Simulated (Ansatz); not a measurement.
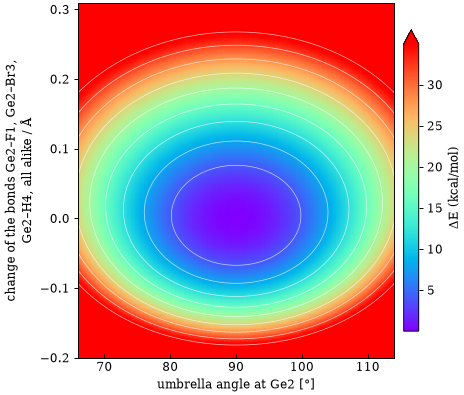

Energy landscape of BrFGeH, SMILES [F][GeH+][Br], charge +1. The first coordinate is: umbrella angle at Ge2 (between each of its bonds and their common axis; 90 is planar); the second: change of the bonds Ge2–F1, Ge2–Br3, Ge2–H4, all alike. Nothing is relaxed (all other coordinates rigid). Grid: 15 × 15 points; 120 points were computed and 105 follow by symmetry. Points are written as (first, second). Energies are in kcal/mol, from the relaxed molecule at the same level. Theory: RKS PBE-D4/def2-SVP in Ansatz.

Drawn: a smooth colour map with a few white contour lines, one colour for all values above the top of the scale. Between grid points the surface is interpolated. 

> Summarise what can be read from the map.

The lowest grid point is at (90.0°, 0.018 Å), 0.25 kcal/mol from the relaxed molecule at the same level. No other kind of well shows on this grid. The highest grid point, (66.0°, −0.200 Å), lies 78.3 kcal/mol above the lowest. Round the minimum the two coordinates are nearly uncoupled.

Grid values (kcal/mol):

| second ↓, first → | 66.0 | 69.4 | 72.9 | 76.3 | 79.7 | 83.1 | 86.6 | 90.0 | 93.4 | 96.9 | 100.3 | 103.7 | 107.1 | 110.6 | 114.0 |
| --- | --- | --- | --- | --- | --- | --- | --- | --- | --- | --- | --- | --- | --- | --- | --- |
| 0.309 | 58.2 | 54.8 | 51.9 | 49.4 | 47.5 | 46.1 | 45.2 | 45.0 | 45.2 | 46.1 | 47.5 | 49.4 | 51.9 | 54.8 | 58.2 |
| 0.272 | 51.2 | 47.6 | 44.3 | 41.7 | 39.6 | 38.1 | 37.2 | 36.9 | 37.2 | 38.1 | 39.6 | 41.7 | 44.3 | 47.6 | 51.2 |
| 0.236 | 44.8 | 40.9 | 37.4 | 34.6 | 32.3 | 30.7 | 29.7 | 29.4 | 29.7 | 30.7 | 32.3 | 34.6 | 37.4 | 40.9 | 44.8 |
| 0.200 | 38.9 | 34.7 | 30.9 | 27.9 | 25.5 | 23.8 | 22.7 | 22.4 | 22.7 | 23.8 | 25.5 | 27.9 | 30.9 | 34.7 | 38.9 |
| 0.163 | 33.5 | 28.9 | 24.9 | 21.7 | 19.1 | 17.3 | 16.1 | 15.8 | 16.1 | 17.3 | 19.1 | 21.7 | 24.9 | 28.9 | 33.5 |
| 0.127 | 29.1 | 24.2 | 19.9 | 16.4 | 13.7 | 11.8 | 10.6 | 10.2 | 10.6 | 11.8 | 13.7 | 16.4 | 19.9 | 24.2 | 29.1 |
| 0.091 | 25.8 | 20.5 | 15.9 | 12.2 | 9.3 | 7.2 | 6.0 | 5.5 | 6.0 | 7.2 | 9.3 | 12.2 | 15.9 | 20.5 | 25.8 |
| 0.054 | 23.7 | 18.1 | 13.1 | 9.2 | 6.1 | 3.9 | 2.5 | 2.1 | 2.5 | 3.9 | 6.1 | 9.2 | 13.1 | 18.1 | 23.7 |
| 0.018 | 23.3 | 17.2 | 12.0 | 7.8 | 4.5 | 2.2 | 0.7 | 0.2 | 0.7 | 2.2 | 4.5 | 7.8 | 12.0 | 17.2 | 23.3 |
| −0.018 | 24.8 | 18.3 | 12.7 | 8.3 | 4.8 | 2.3 | 0.8 | 0.3 | 0.8 | 2.3 | 4.8 | 8.3 | 12.7 | 18.3 | 24.8 |
| −0.054 | 28.6 | 21.7 | 15.7 | 11.0 | 7.3 | 4.7 | 3.0 | 2.5 | 3.0 | 4.7 | 7.3 | 11.0 | 15.7 | 21.7 | 28.6 |
| −0.091 | 35.4 | 28.0 | 21.6 | 16.6 | 12.7 | 9.9 | 8.2 | 7.6 | 8.2 | 9.9 | 12.7 | 16.6 | 21.6 | 28.0 | 35.4 |
| −0.127 | 45.4 | 37.5 | 30.7 | 25.4 | 21.2 | 18.3 | 16.4 | 15.8 | 16.4 | 18.3 | 21.2 | 25.4 | 30.7 | 37.5 | 45.4 |
| −0.163 | 59.3 | 50.9 | 43.7 | 38.0 | 33.6 | 30.5 | 28.5 | 27.9 | 28.5 | 30.5 | 33.6 | 38.0 | 43.7 | 50.9 | 59.3 |
| −0.200 | 78.6 | 69.6 | 61.8 | 55.8 | 51.1 | 47.8 | 45.7 | 45.1 | 45.7 | 47.8 | 51.1 | 55.8 | 61.8 | 69.6 | 78.6 |

Each point was launched as `ansatz run input.yaml --threads 1 --pin off --max-ram 2560MiB --backend cpu --events-out ev --progress --plain --runs-dir out`. Time for the 120 points that were run: 11 min on 1 thread of Arm Neoverse N1, on a shared host.
